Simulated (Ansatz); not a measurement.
```xyz
8

Mo   -0.0109    0.0109   -0.1397
Cl   -0.0650    0.0650    2.1464
F     1.8356    0.0108   -0.1380
F    -0.0100    1.8556   -0.2237
F    -1.8556    0.0100   -0.2237
F    -0.0108   -1.8356   -0.1380
F     0.0323   -0.0323   -1.9913
H     0.0844   -0.0844    5.7280
```

Core potentials replace the inner electrons of Mo.

Level of theory: Ansatz 0.2.0, UKS PBE/def2-SVP.

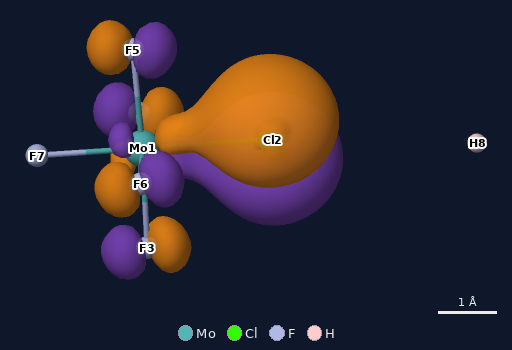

ClF₅Mo···H (doublet). The HOMO−1 (α) at ±0.1 Å⁻³ᐟ² (orange and purple are the two phases), seen at a tilt.

Describe this orbital and give its energy.

Answer. It lies mainly on Cl2 (about 80 %); largely a lone pair of Cl2. Its energy is −9.11 eV.
